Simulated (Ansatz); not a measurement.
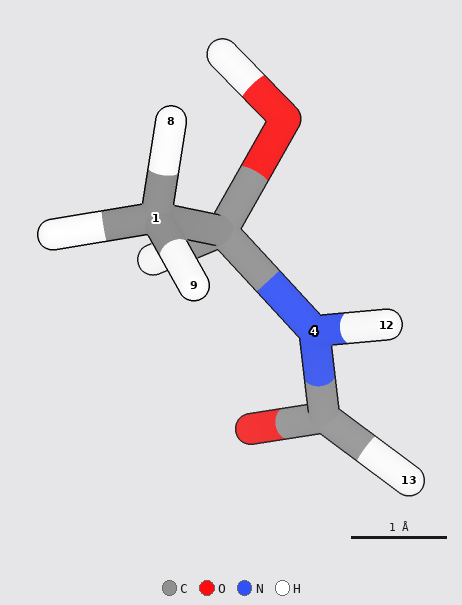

Fig. 1: The structure as given in the input (stick view, seen at a tilt; atoms are numbered from 1 in the order of the input).

# Phonon calculation, with input and output: C3H7NO2

- system: C3H7NO2
- method: RKS PBE0-D4/def2-SVP (Ansatz 0.2.0)

It belongs to a series of runs on one base structure; here: vibrations at the highest image of the band. Figures and captions count atoms from 1; the log counts them from 0 in places.

### What the program printed
```
Engine: ansatz 0.2.0, aarch64-unknown-linux-gnu
Functional definition: PBE0
  parameter a = 0.25
  parameter kappa = 0.804
  parameter beta = 0.06672455060314922
  exchange = (1 - a)*pbe_x(kappa = kappa, mu = beta*pi^2/3) + a*exact_x
  correlation = pbe_c(beta = beta)
1332 factors; integrals over basis functions are off by at most 3.4e-4 eV
mean field evaluation 1: about -8785.0333 eV, gradient 6.3e1 eV
mean field evaluation 2: about -8779.4051 eV, gradient 8.4e1 eV
mean field evaluation 4: about -8792.8170 eV, gradient 4.1e0 eV
mean field evaluation 8: about -8792.9010 eV, gradient 3.0e-1 eV
mean field evaluation 16: about -8792.9012 eV, gradient 3.0e-5 eV
mean field -8792.90116560 eV, -323.1331577935 hartree, gradient 1.8e-5 eV, S^2 0.000000; 0 other end points of the search recorded, 0 dependent functions left out
the calculation of the forces begins
reference -8792.90118943 eV, -323.1331586689 hartree; 24, 24 occupied and 95, 95 virtual orbitals, 1332 factors
these checks for a lower state are left out or cut short: stability, starts, cluster_reference, orbital_swaps, neighbouring_geometries, increment
1332 factors; integrals over basis functions are off by at most 3.4e-4 eV
mean field -8792.90099031 eV, -323.1331513514 hartree, gradient 1.6e-6 eV, S^2 0.000000; 0 other end points of the search recorded, 0 dependent functions left out
[... from here on the field's lines of each further geometry are left out, up to the last ...]
the calculation of the forces begins
reference -8792.90116296 eV, -323.1331576964 hartree; 24, 24 occupied and 95, 95 virtual orbitals, 1332 factors
these checks for a lower state are left out or cut short: stability, starts, cluster_reference, orbital_swaps, neighbouring_geometries, increment
1332 factors; integrals over basis functions are off by at most 3.4e-4 eV
mean field -8792.90114592 eV, -323.1331570701 hartree, gradient 1.8e-6 eV, S^2 0.000000; 0 other end points of the search recorded, 0 dependent functions left out
the calculation of the forces begins
reference -8792.90116974 eV, -323.1331579455 hartree; 24, 24 occupied and 95, 95 virtual orbitals, 1332 factors
WARN: phonons: modes at or below zero, which the zero-point energy, F, S and C_V leave out: 1, the lowest at -258.95 cm⁻¹. A minimum has none, and a first-order saddle one
Total energy: -8793.09901713 eV, -323.1404287028 hartree
Atom 0 at    -0.503698    -1.195183     0.980597 Å, force     0.000403     0.004209    -0.007149 eV/Å
Atom 1 at     0.312363    -0.360169    -0.019539 Å, force    -0.000538    -0.001669     0.006095 eV/Å
Atom 2 at     0.644680    -1.095077    -1.174927 Å, force    -0.002277    -0.005347    -0.000895 eV/Å
Atom 3 at    -0.404215     0.804264    -0.449095 Å, force     0.000814    -0.002950     0.003653 eV/Å
Atom 4 at     0.172474     2.034417    -0.528990 Å, force     0.000109     0.003985    -0.003429 eV/Å
Atom 5 at     1.273979     2.319708    -0.125313 Å, force    -0.001496    -0.004350    -0.001582 eV/Å
Atom 6 at    -0.001268    -1.268087     1.955724 Å, force     0.000015    -0.000735     0.000345 eV/Å
Atom 7 at    -0.650767    -2.211458     0.587056 Å, force     0.000296     0.000370    -0.000477 eV/Å
Atom 8 at    -1.496801    -0.757422     1.156375 Å, force    -0.000415    -0.000050     0.001020 eV/Å
Atom 9 at     1.223084     0.039328     0.459090 Å, force    -0.000798    -0.002137     0.001659 eV/Å
Atom 10 at     1.258558    -1.792027    -0.920422 Å, force     0.004972     0.005202    -0.000589 eV/Å
Atom 11 at    -1.295644     0.663313    -0.910326 Å, force    -0.001036     0.003513     0.002049 eV/Å
Atom 12 at    -0.512145     2.783694    -0.995531 Å, force    -0.000050    -0.000040    -0.000700 eV/Å
Dipole moment:    -0.474277    -0.517056     0.090532 e Å
Vibrations: -258.95 45.70 196.14 209.60 257.02 399.61 518.82 541.53 584.04 779.37 910.57 953.69 1039.08 1085.74 1097.81 1159.72 1201.28 1300.87 1349.49 1392.56 1411.81 1429.08 1458.91 1467.07 1551.54 1871.21 2969.05 3067.57 3080.46 3167.77 3171.78 3648.24 3886.35 cm⁻¹, zero-point energy 2.926243 eV
```

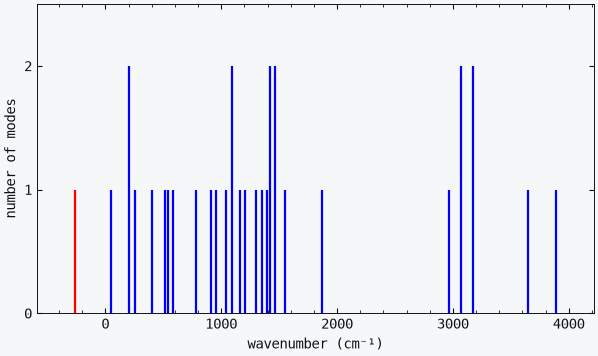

Fig. 2: Harmonic vibrational wavenumbers from the force constants; neighbouring modes closer than 19 cm⁻¹ are counted in one stick, and imaginary ones are drawn at negative wavenumbers. 33 modes from 259i to 3886 cm⁻¹, 1 imaginary beyond 8i (259i cm⁻¹): a first-order saddle point, if the geometry is stationary.

The run was set up as follows.

### The input
```yaml
crystal:
  periodic: [false, false, false]
  atoms:
    - { symbol: C, position_ang: [-0.503698, -1.195183, 0.980597] }
    - { symbol: C, position_ang: [0.312363, -0.360169, -0.019539] }
    - { symbol: O, position_ang: [0.64468, -1.095077, -1.174927] }
    - { symbol: "N", position_ang: [-0.404215, 0.804264, -0.449095] }
    - { symbol: C, position_ang: [0.172474, 2.034417, -0.52899] }
    - { symbol: O, position_ang: [1.273979, 2.319708, -0.125313] }
    - { symbol: H, position_ang: [-0.001268, -1.268087, 1.955724] }
    - { symbol: H, position_ang: [-0.650767, -2.211458, 0.587056] }
    - { symbol: H, position_ang: [-1.496801, -0.757422, 1.156375] }
    - { symbol: H, position_ang: [1.223084, 0.039328, 0.45909] }
    - { symbol: H, position_ang: [1.258558, -1.792027, -0.920422] }
    - { symbol: H, position_ang: [-1.295644, 0.663313, -0.910326] }
    - { symbol: H, position_ang: [-0.512145, 2.783694, -0.995531] }
basis:
  gaussian: { orbitals: def2-SVP }
hamiltonian:
  xc: pbe0
  dispersion: d4
phonons: {}
```

Run as:
```bash
ansatz run input.yaml --threads 2 --pin off --max-ram 3072MiB --backend cpu --events-out ev --progress --plain --runs-dir out
```

### Results in brief

```tsv
quantity	value
outcome	converged
total energy	−8793.0990 eV
mean-field energy	−8792.9012 eV
largest force (length of the vector)	0.008 eV/Å
hardware	2 threads of Arm Neoverse V2, 24 GiB of memory available, shared host
wall time	2.4 min (CPU time 4.8 min)
peak memory	0.28 GiB
```
